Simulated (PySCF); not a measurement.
```yaml
atoms:
  - { symbol: C, position_ang: [-0.3536, 0.0928, -0.1043] }
  - { symbol: O, position_ang: [0.9797, -0.2257, 0.2311] }
  - { symbol: H, position_ang: [-0.4854, 1.1636, -0.3003] }
  - { symbol: H, position_ang: [-0.7085, -0.4735, -0.9732] }
  - { symbol: H, position_ang: [-0.9705, -0.1764, 0.7536] }
  - { symbol: H, position_ang: [1.5497, -0.0022, -0.5077] }
  - { symbol: P, position_ang: [0.4092, -2.7190, 3.0850] }
  - { symbol: H, position_ang: [0.0018, -1.7437, 4.0327] }
  - { symbol: H, position_ang: [0.8916, -1.7532, 2.1647] }
  - { symbol: H, position_ang: [-0.8734, -2.7779, 2.4782] }
```

Geometry: PBE0-D3(BJ)/def2-TZVPD.

All numbers below come from wB97M-D3(BJ)/def2-TZVPD, SCF density, gas phase in PySCF.

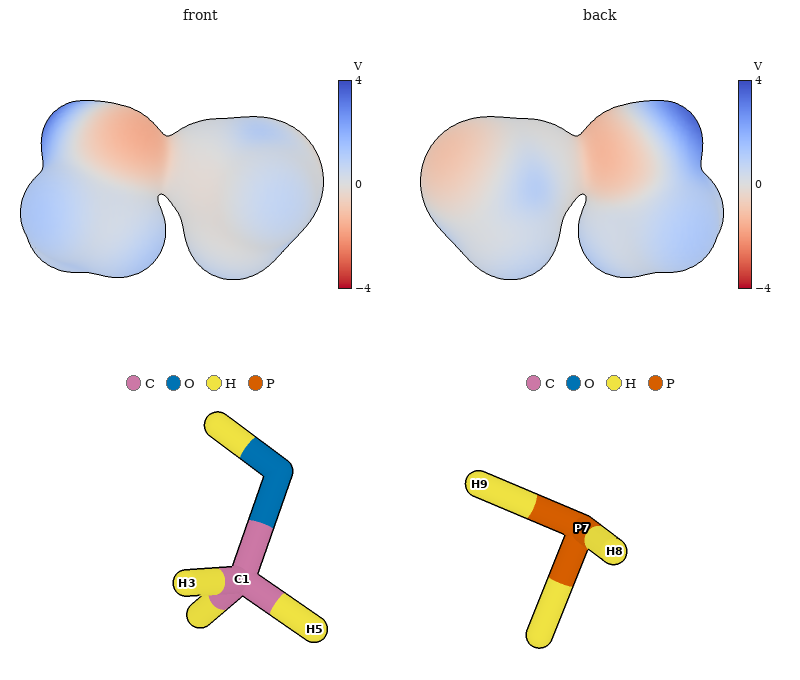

CH4O···PH3 (SMILES CO.P). The molecular electrostatic potential painted on the density surface at 0.004 e/bohr³, seen from the front and from behind; red is negative and blue positive. The bare structure is drawn below in the same view.

### Where is the surface potential most negative and most positive?

The most negative region (about −1.5 V) lies over O2, the most positive (about +3.2 V) over H6. O2 is the likeliest acceptor of a hydrogen bond.
